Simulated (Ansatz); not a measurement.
Consider CH$_{5}$B$_{2}$ (charge −1).

```csv
atom,x (Å),y (Å),z (Å)
B,-0.6287,0.1375,-0.6782
B,0.5977,0.5907,0.6732
C,-0.0087,-0.6606,0.5444
H,-0.2553,-0.0782,-1.8356
H,-1.7940,0.5455,-0.6483
H,1.3369,1.3613,1.2264
H,-0.0849,-1.6494,0.9651
H,0.0667,1.2928,-0.3838
```

Geometry: PBE0-D4/def2-TZVPD.

These are results of RKS PBE0-D4/def2-TZVPPD (Ansatz 0.2.0), not measurements.

### What will maps of the electron density and electron localisation function show?

C–B (1.40 Å): ρ is about 1.7 e/Å³ halfway; the ELF peaks at about 0.90 between the atoms, as expected for a covalent bond.
B–B (1.88 Å): ρ at the midpoint is about 0.67 e/Å³; the ELF reaches about 0.50 near the midpoint.
C–H (1.08 Å): the density is about 2 e/Å³ at the midpoint; the ELF climbs to about 1 towards the hydrogen, as it does in any bond to H: a covalent bond by its length.
C–B (1.59 Å): the density is about 1.3 e/Å³ at the midpoint; the ELF peaks at about 0.90 between the atoms, as expected for localised, covalent bonding.

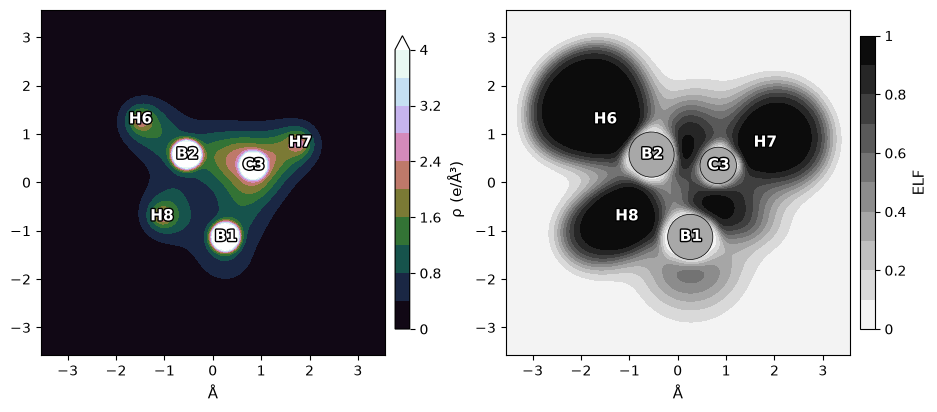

Computed electron density and electron localisation function on the plane of atoms B2, B1 and H8, in this order. Grey discs cover the atomic cores in the ELF map. 
